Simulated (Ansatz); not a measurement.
# The cluster CuSn2 (doublet): single points with varied inputs

How do the results and run time of the cluster CuSn2 (doublet) respond when the settings are drawn wide?

The runs use Ansatz 0.2.0, Gaussian basis; the settings change from run to run.

### Step 1. The relaxed structure

The structure was relaxed beforehand with PBE-D4 in a triple-zeta def2 set. Sn takes a core potential in def2 sets; no spin-orbit term is included.

3 atoms, charge 0, spin multiplicity 2.

Atoms are counted from 1 here; the program's logs count them from 0.

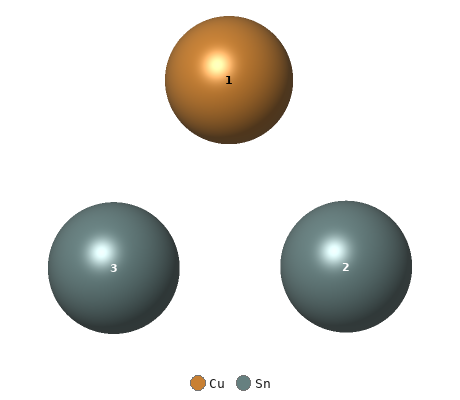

The structure; copper orange, tin teal; atoms are numbered from 1 in the order of the file.

Coordinates:

```xyz
3
charge 0, multiplicity 2
Cu   -1.2871   -0.6009   -0.3089
Sn    1.2532   -0.5807   -0.6714
Sn    0.0340    1.1816    0.9803
```

### Step 2. B3LYP5/def2-TZVP

Options: relativity set to scalar.

The input, in.yaml:

```yaml
crystal:
  periodic: [false, false, false]
  atoms:
    - {symbol: Cu, position_ang: [-1.287136, -0.600901, -0.308936]}
    - {symbol: Sn, position_ang: [1.253159, -0.580724, -0.671366]}
    - {symbol: Sn, position_ang: [0.033967, 1.181626, 0.980302]}
basis:
  gaussian: {orbitals: def2-TZVP}
magnetization: {spin_polarized: true, initial_magnetization: 1}
hamiltonian: {xc: {name: B3LYP5}, pseudopotentials: {relativity: scalar}}
scf: {omitted_lower_state_checks: [starts]}
output: {forces: true}
```

Started as:

```sh
$ ansatz run in.yaml --threads 4 --pin off --events-out ev --progress --plain --max-ram 3916MiB
```

Output:

```text
Functional definition: B3LYP5
  name "B3LYP5"
  cite "Stephens, Devlin, Chabalowski & Frisch, J. Phys. Chem. 98, 11623 (1994) doi:10.1021/j100096a001"
  cite "Becke, Phys. Rev. A 38, 3098 (1988) doi:10.1103/PhysRevA.38.3098"
  cite "Lee, Yang & Parr, Phys. Rev. B 37, 785 (1988) doi:10.1103/PhysRevB.37.785"
  cite "Vosko, Wilk & Nusair, Can. J. Phys. 58, 1200 (1980) doi:10.1139/p80-159"
  parameter a0 = 0.2
  parameter ax = 0.72
  parameter ac = 0.81
  exchange = (1 - a0 - ax)*slater_x + ax*b88_x + a0*exact_x
  correlation = (1 - ac)*vwn5_c + ac*lyp_c
these checks for a lower state are left out or cut short: starts
1437 factors; integrals over basis functions are off by at most 4.5e-4 eV
mean field evaluation 1: about -56611.4456 eV, gradient 4.0e1 eV
mean field evaluation 2: about -55894.0102 eV, gradient 4.3e2 eV
mean field evaluation 4: about -56612.6449 eV, gradient 2.6e1 eV
mean field evaluation 8: about -56614.9916 eV, gradient 2.5e-1 eV
mean field evaluation 16: about -56614.9922 eV, gradient 3.3e-4 eV
mean field -56614.99220969 eV, -2080.5625886863 hartree, gradient 7.9e-6 eV, S^2 0.751827; 0 other end points of the search recorded, 0 dependent functions left out
the calculation of the forces begins
reference -56614.99240127 eV, -2080.5625957267 hartree; 37, 36 occupied and 108, 109 virtual orbitals, 1437 factors
Total energy: -56614.99240127 eV, -2080.5625957267 hartree
Relativity: scalar
Atom 0 at    -1.287136    -0.600901    -0.308936 Å, force    -0.342316    -0.159811    -0.082162 eV/Å
Atom 1 at     1.253159    -0.580724    -0.671366 Å, force     0.595886    -0.534043    -0.534309 eV/Å
Atom 2 at     0.033967     1.181626     0.980302 Å, force    -0.253570     0.693854     0.616471 eV/Å
Dipole moment:    -0.150695    -0.070352    -0.036170 e Å
Checks for a lower state left out: starts
```

It took 9.5 s on 4 threads of Arm Neoverse V2, shared host; peak memory 0.68 GiB.

Largest force 0.962 eV/Å, dipole 0.82 D, ⟨S²⟩ 0.752.

### Step 3. PBE/def2-TZVPP

Set apart from the defaults: restricted open-shell orbitals, atoms shaken by 0.03 Å, a point charge of 1.00 e beside it.

The input, in.yaml:

```yaml
crystal:
  periodic: [false, false, false]
  atoms:
    - {symbol: Cu, position_ang: [-1.304145, -0.641795, -0.329158]}
    - {symbol: Sn, position_ang: [1.277713, -0.597737, -0.676293]}
    - {symbol: Sn, position_ang: [0.020727, 1.197462, 0.901690]}
basis:
  gaussian: {orbitals: def2-TZVPP, point_charges: [{charge: 1.00, position_ang: [5.589, 0.653, 0.344]}]}
magnetization: {spin_polarized: false, initial_magnetization: 1}
hamiltonian: {xc: {name: PBE}}
scf: {omitted_lower_state_checks: [starts]}
output: {forces: true}
```

Launched as before.

Output, shortened:

```text
Functional definition: PBE
  name "PBE"
  cite "Perdew, Burke & Ernzerhof, Phys. Rev. Lett. 77, 3865 (1996) doi:10.1103/PhysRevLett.77.3865"
  parent pbe
[...]
1281 factors; their error is unknown
[...]
mean field -56298.77724634 eV, -2068.9419031213 hartree, gradient 4.7e-6 eV, S^2 0.750000; 0 other end points of the search recorded, 0 dependent functions left out
[...]
reference -56298.77728180 eV, -2068.9419044244 hartree; 37, 36 occupied and 127, 128 virtual orbitals, 1281 factors
Total energy: -56298.77728180 eV, -2068.9419044244 hartree
Atom 0 at    -1.304145    -0.641795    -0.329158 Å, force     0.088434    -0.070603    -0.044202 eV/Å
Atom 1 at     1.277713    -0.597737    -0.676293 Å, force     0.353218    -0.379853    -0.344128 eV/Å
Atom 2 at     0.020727     1.197462     0.901690 Å, force    -0.296552     0.510406     0.426276 eV/Å
Dipole moment:    -0.910796    -0.017638    -0.089107 e Å
Checks for a lower state left out: starts
```

Run time: 9 s. Hardware: 4 threads of Arm Neoverse V2, shared host.

Largest force 0.728 eV/Å, dipole 4.40 D.

### Step 4. PBE/def2-TZVPP

Options: charge -1, multiplicity 1, D3(BJ) dispersion.

The input, in.yaml:

```yaml
crystal:
  periodic: [false, false, false]
  atoms:
    - {symbol: Cu, position_ang: [-1.287136, -0.600901, -0.308936]}
    - {symbol: Sn, position_ang: [1.253159, -0.580724, -0.671366]}
    - {symbol: Sn, position_ang: [0.033967, 1.181626, 0.980302]}
basis:
  gaussian: {orbitals: def2-TZVPP}
total_charge: -1
hamiltonian: {xc: {name: PBE}, dispersion: d3bj}
output: {forces: true}
```

The command is unchanged.

Output, shortened:

```text
Functional definition: PBE
  name "PBE"
  cite "Perdew, Burke & Ernzerhof, Phys. Rev. Lett. 77, 3865 (1996) doi:10.1103/PhysRevLett.77.3865"
  parent pbe
[...]
1281 factors; their error is unknown
[...]
mean field -56300.50222541 eV, -2069.0052949327 hartree, gradient 9.7e-6 eV, S^2 0.000000; 7 other end points of the search recorded, 0 dependent functions left out
[...]
reference -56300.50225394 eV, -2069.0052959812 hartree; 37, 37 occupied and 127, 127 virtual orbitals, 1281 factors
Total energy: -56300.62043814 eV, -2069.0096391704 hartree
Atom 0 at    -1.287136    -0.600901    -0.308936 Å, force     0.008646     0.004036     0.002075 eV/Å
Atom 1 at     1.253159    -0.580724    -0.671366 Å, force     0.139707    -0.210215    -0.196159 eV/Å
Atom 2 at     0.033967     1.181626     0.980302 Å, force    -0.148353     0.206178     0.194083 eV/Å
Dipole moment:    -0.129415    -0.060418    -0.031062 e Å
```

Run time: 11 s. Hardware: 4 threads of Arm Neoverse V2, shared host.

Largest force 0.320 eV/Å.

### Step 5. r2SCAN50/def2-SVPD

Set apart from the defaults: D4 dispersion.

Edit in.yaml of step 4 so:

```diff
@@ -7,5 +7,6 @@
 basis:
-  gaussian: {orbitals: def2-TZVPP}
-total_charge: -1
-hamiltonian: {xc: {name: PBE}, dispersion: d3bj}
+  gaussian: {orbitals: def2-SVPD}
+magnetization: {spin_polarized: true, initial_magnetization: 1}
+hamiltonian: {xc: {name: r2SCAN50}, dispersion: d4}
+scf: {omitted_lower_state_checks: [starts]}
 output: {forces: true}
```

Same command.

Output, shortened:

```text
Functional definition: r2SCAN50
  name "r2SCAN50"
  cite "Bursch, Neugebauer, Ehlert & Grimme, J. Chem. Phys. 156, 134105 (2022) doi:10.1063/5.0086040"
  cite "Furness, Kaplan, Ning, Perdew & Sun, J. Phys. Chem. Lett. 11, 8208 (2020) doi:10.1021/acs.jpclett.0c02405"
  cite "Furness, Kaplan, Ning, Perdew & Sun, J. Phys. Chem. Lett. 11, 9248 (2020) doi:10.1021/acs.jpclett.0c03077"
  parent r2scan
[...]
1215 factors; integrals over basis functions are off by at most 2.3e-4 eV
[...]
mean field -56296.34946995 eV, -2068.8526839846 hartree, gradient 8.5e-8 eV, S^2 0.754712; 3 other end points of the search recorded, 0 dependent functions left out
[...]
reference -56296.34948227 eV, -2068.8526844372 hartree; 37, 36 occupied and 61, 62 virtual orbitals, 1215 factors
Total energy: -56296.38854232 eV, -2068.8541198675 hartree
Atom 0 at    -1.287136    -0.600901    -0.308936 Å, force    -0.389383    -0.181785    -0.093459 eV/Å
Atom 1 at     1.253159    -0.580724    -0.671366 Å, force     0.289479    -0.046124    -0.081681 eV/Å
Atom 2 at     0.033967     1.181626     0.980302 Å, force     0.099904     0.227909     0.175141 eV/Å
Dipole moment:    -0.413161    -0.192886    -0.099167 e Å
Checks for a lower state left out: starts
```

Run time: 58 s. Hardware: 4 threads of Arm Neoverse V2, shared host.

Largest force 0.440 eV/Å, dipole 2.24 D, ⟨S²⟩ 0.755.

### Step 6. The runs in one table

```tsv
level	charge	multiplicity	geometry	functions	energy (eV)	time
B3LYP5/def2-TZVP	0	2	relaxed	145	-56614.992	9.5 s
PBE/def2-TZVPP	0	2	shaken, point charge	164	-56298.777	9 s
PBE/def2-TZVPP	-1	1	relaxed	164	-56300.620	11 s
r2SCAN50/def2-SVPD	0	2	relaxed	98	-56296.389	58 s
```

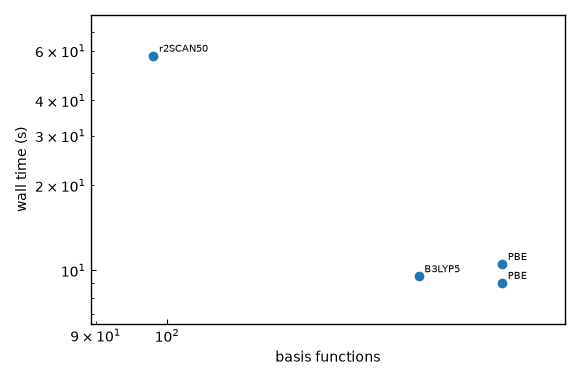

Wall time against the number of basis functions (shared host).

### Step 7. Results

```
                                         quantity                     value
                                             runs                         4
                                         quickest       PBE/def2-TZVPP, 9 s
                                          slowest  r2SCAN50/def2-SVPD, 58 s
spread of total energies, same state and geometry                  318.6 eV
                  dipole, same state and geometry            0.82 to 2.24 D
```

r2SCAN50/def2-SVPD took 6 times as long as PBE/def2-TZVPP. The jobs differ in tasks and options as well as level. The totals spread over 319 eV; they can't be compared across methods or bases. Some of these runs are scalar-relativistic and others not, which shifts the totals of all-electron atoms past neon by eV; core potentials, where a basis has them, take the core out of the total altogether. At the PBE-D4/def2-TZVP geometry and in the same state, runs without warnings or point charges leave forces up to 0.96 eV/Å (B3LYP5/def2-TZVP).
